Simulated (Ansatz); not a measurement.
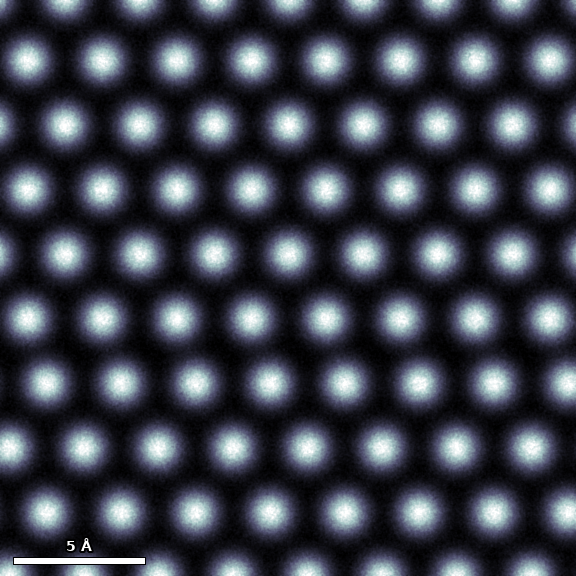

Dark-field STEM-like image of PmP (Pm-3m, No. 221) along [111]. The image is simulated as a sum over atoms of Z^1.7, blurred by a 1.30 Å probe (no channelling). The probe carries 25 % of its weight in a tail 2.5 times as wide. Shot noise was added.

One planar defect was built into the perfect crystal by geometry alone, without relaxation. Host structure: the geometry given to an electronic-structure calculation, possibly off equilibrium; the starting structure was generated, so it need not be a known form of this composition.

### Where does the periodic pattern break, and how?

A planar fault (a stacking fault or antiphase boundary) runs horizontally about 13 Å below the top edge. The part above it is shifted along the boundary by 1/4 of the 2.85 Å repeat of the rows (0.7 Å to the right, the same as 2.1 Å to the left); both parts keep the same orientation.
